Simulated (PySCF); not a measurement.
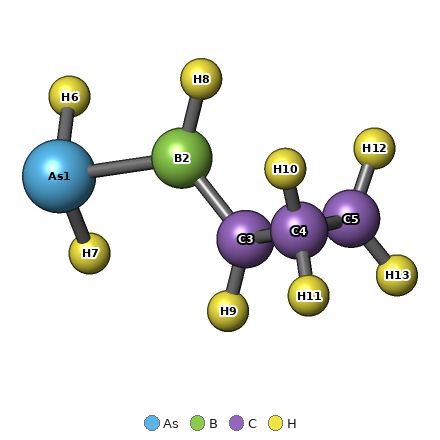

C₃H₈AsB, SMILES [AsH2]BC1CC1. Vertical core-electron binding energies by ΔSCF (HF, pcX-2 on the ionised atom, pcseg-1 elsewhere, spin-free X2C; PySCF, at a PBE0-D3(BJ)/def2-SVP geometry (no frequency check)), gas phase, against the vacuum level. One atom of each kind was ionised; within a panel, areas follow the number of like atoms, each panel is scaled alone, Gaussians of 0.6 eV full width. Only the regions named are shown.

Question: Predict the C 1s and B 1s photoelectron lines.

Answer:
```csv
level,atoms,binding energy (eV)
C 1s,"C4, C5",290.6
C 1s,C3,289.9
B 1s,B2,195.6
```

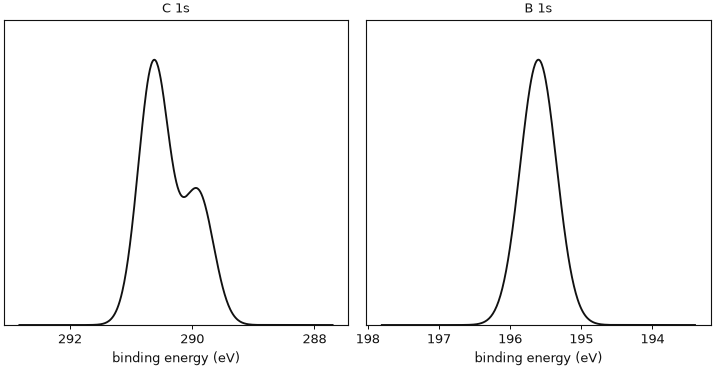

Caveats: one conformer of a flexible molecule.
